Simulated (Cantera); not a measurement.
Input: 1 mol HF, 0.0082 mol SO2, a varied amount of N2, at 2448 K and 133 Pa.

Method: chemical equilibrium by Gibbs-energy minimisation in Cantera with the NASA 1993 tables (ideal gas, pure condensed phases). Candidate condensed phases: H2O, H2SO4, S; 62 gas species. Kinetics and transport are ignored.

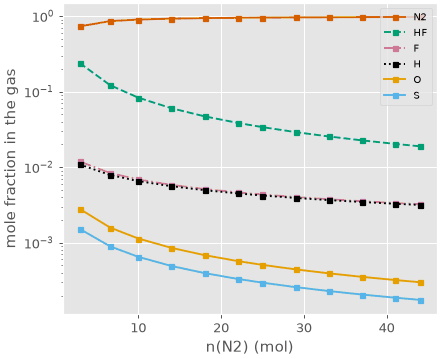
Figure: Equilibrium gas composition (values under 1e-9 drawn at 1e-9)

**Question.** Read off the mole fractions at 44 mol N2.

**Answer.** N2 about 0.97, HF about 0.019, F about 0.0032, H about 0.0032, O about 0.00030, S about 0.00018.
